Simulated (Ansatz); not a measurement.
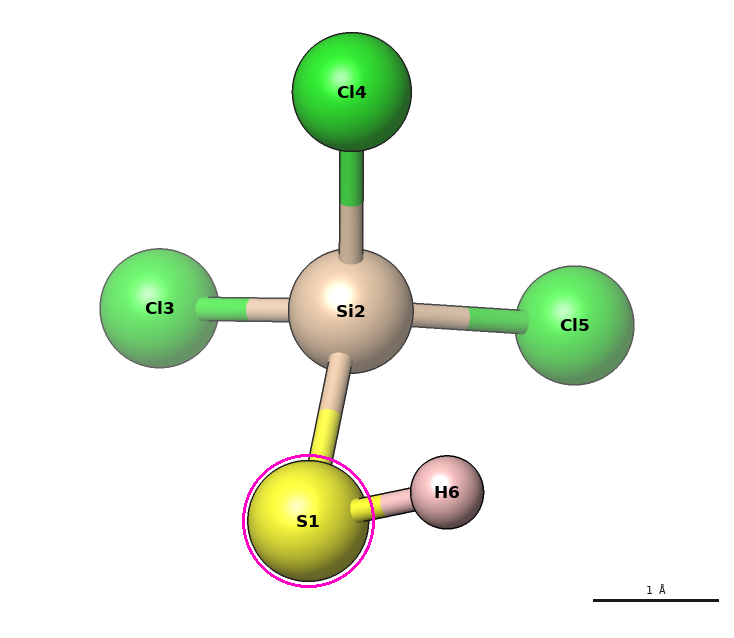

Orthographic view. Atoms fade into the background with distance from the viewer. The geometry was computed by an optimisation with PBE-D4/def2-SVP. No frequency run is at hand to confirm it as a minimum.

### Which atoms are bonded to the circled atom?

The circled atom is S1; it is bonded to Si2, H6.

### Which two atoms are farthest apart in space?

Cl3 and H6, 4.34 Å.

### Which atom is nearest the viewer?

H6, 1.7 Å in front of the mean position.
